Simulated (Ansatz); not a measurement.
# Calculations on SiNH3

## 1. Relaxation

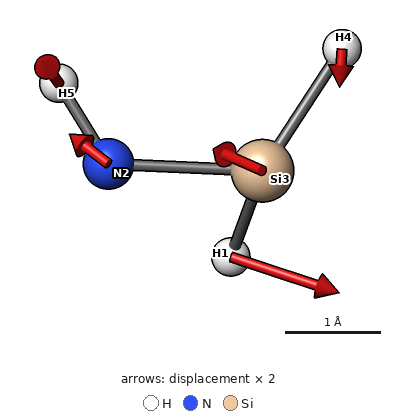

A relaxation of SiNH$_{3}$ (started from a transition state, displaced along its imaginary mode). The starting structure is drawn; red arrows show the displacements, magnified 2 times. The two geometries are superimposed by the best rigid fit.

A ball-and-stick model, seen at a tilt.

Method: RKS PBE0-D4/def2-TZVP in Ansatz 0.2.0.

Input
```yaml
crystal:
  periodic: [false, false, false]
  atoms:
    - {symbol: H, position_ang: [-0.778025, -1.078828, -0.753186]}
    - {symbol: N, position_ang: [0.423847, -0.549028, 0.751040]}
    - {symbol: Si, position_ang: [0.168539, 0.086320, -0.720553]}
    - {symbol: H, position_ang: [-0.144945, 1.578896, -0.882420]}
    - {symbol: H, position_ang: [0.330583, -0.037361, 1.605119]}
basis:
  gaussian: {orbitals: def2-TZVP}
hamiltonian: {xc: pbe0, dispersion: d4}
relax: {f_tol: 0.005, max_steps: 200}
```

Question: What did the optimiser do to the structure, and how much energy did it gain?

Answer: The atom that moves furthest after the best rigid fit is H1 (0.62 Å). By element the largest moves are H 0.62 Å, Si 0.46 Å, N 0.29 Å. Some distances before and after: Si3–H4 1.534 → 1.490 Å, N2–Si3 1.623 → 1.593 Å, H1–Si3 1.502 → 1.477 Å, N2–H5 1.000 → 1.012 Å. Among the angles between lasting bonds that change: H1–Si3–N2 79.3° → 118.1°, H1–Si3–H4 128.6° → 112.5°, N2–Si3–H4 120.6° → 129.4°. The energy falls by 1.621 eV in 10 geometry steps. Largest force component: 1.6 eV/Å at the start, 0.00018 eV/Å at the end. The run took of the order of 16 core-seconds on a shared host.

## 2. Relaxation

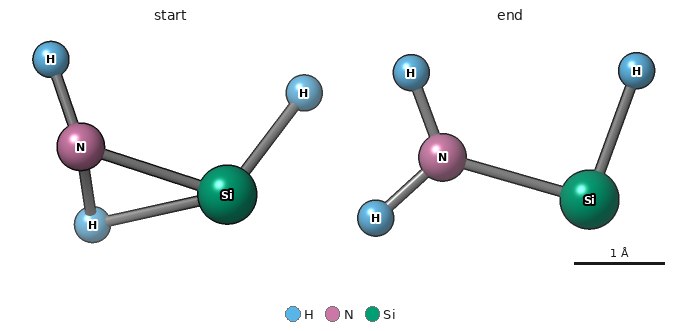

The structure of SiNH3 (started from a transition state, displaced along its imaginary mode) before (left) and after (right) a relaxation, at one scale.

Style: ball-and-stick. Shown face on.

The calculation used RKS PBE0-D4/def2-TZVP (Ansatz 0.2.0).

The input:
```yaml
crystal:
  periodic: [false, false, false]
  atoms:
    - {symbol: H, position_ang: [-0.596894, -1.044715, -0.182197]}
    - {symbol: N, position_ang: [0.292224, -0.617001, 0.525988]}
    - {symbol: Si, position_ang: [0.299917, 0.176265, -1.002080]}
    - {symbol: H, position_ang: [-0.133236, 1.636492, -0.796118]}
    - {symbol: H, position_ang: [0.137989, -0.151041, 1.454408]}
basis:
  gaussian: {orbitals: def2-TZVP}
hamiltonian: {xc: pbe0, dispersion: d4}
relax: {f_tol: 0.005, max_steps: 200}
```

**What changed between the two?**

After 10 accepted moves (11 points after the start) the energy has fallen by 45.4 kcal/mol. Largest force component: 3.1 eV/Å at the start, under 0.0001 eV/Å at the end. The line search rejected the trial step at point 8 of the run. H1 moves most after the best rigid fit: 0.78 Å. By element the largest moves are H 0.78 Å, N 0.45 Å, Si 0.37 Å. Near-neighbour distances that change, for instance: H1–Si3 1.723 → 2.396 Å, H1–N2 1.214 → 1.008 Å, N2–H5 1.050 → 1.008 Å, N2–Si3 1.722 → 1.707 Å. Bond angles that change, for instance: H1–N2–Si3 69.4° → 121.7°, N2–Si3–H4 108.5° → 94.1°, H1–N2–H5 124.3° → 112.0°. The run took of the order of 18 core-seconds on a shared host.

## 3. Reaction

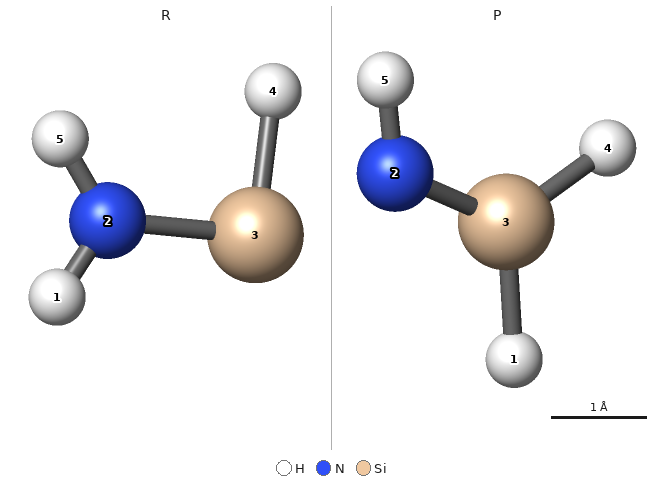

Reactant (R) and product (P) of one elementary step of SiNH3. A ball-and-stick model, seen at a tilt.

Stationary points at PBE0-D4/def2-TZVP, single-point energies with CCSD(T)/CBS, wB97X-V, B3LYP-D4, B2PLYP (def2-TZVPP where no basis is named; Ansatz 0.2.0). The energies are electronic, without zero-point or thermal terms, and both ends are the minima reached downhill from the saddle, with any fragments still in contact. CCSD(T)/CBS stands for a frozen-core estimate: MP2 correlation extrapolated from def2-TZVPP and def2-QZVPP, CCSD(T) minus MP2 from the smaller set.

Q: What is the transition state like, and how high is the barrier?

A: From R over the saddle to P, a bond forms: H1–Si3 (2.40 → 1.56 → 1.48 Å). A bond breaks: H1–N2 (1.01 → 1.60 → 2.63 Å). The saddle has one imaginary mode, 1415i cm⁻¹. With CCSD(T)/CBS the barrier is 67.8 kcal/mol from R and 52.3 kcal/mol from P, and P lies 15.4 kcal/mol above R. By Pauling bond orders of the changing bonds the saddle lies closer to P, the higher end, as Hammond's postulate suggests.

```tsv
level	barrier from R (kcal/mol)	barrier from P (kcal/mol)	P less R (kcal/mol)
CCSD(T)/CBS	67.8	52.3	15.4
wB97X-V	72.0	55.1	16.9
B3LYP-D4	67.9	51.8	16.1
B2PLYP	68.2	53.5	14.7
```

Against CCSD(T)/CBS, B3LYP-D4 comes closest on the barrier from R (+0.2 kcal/mol) and wB97X-V misses most (+4.2 kcal/mol). At 1 of the 3 structures the mean-field solution behind B2PLYP isn't stable (a lower one of broken symmetry exists), so those energies are less reliable. The T1 diagnostic reaches 0.028, so the single-reference result is less sure there.

The saddle point in the same view, with dashed sticks for the bonds that form or break:

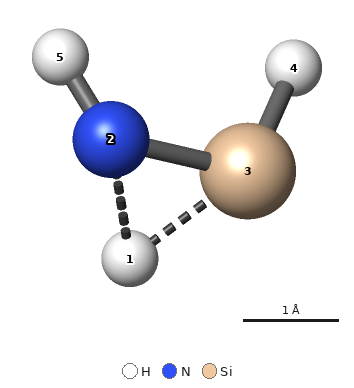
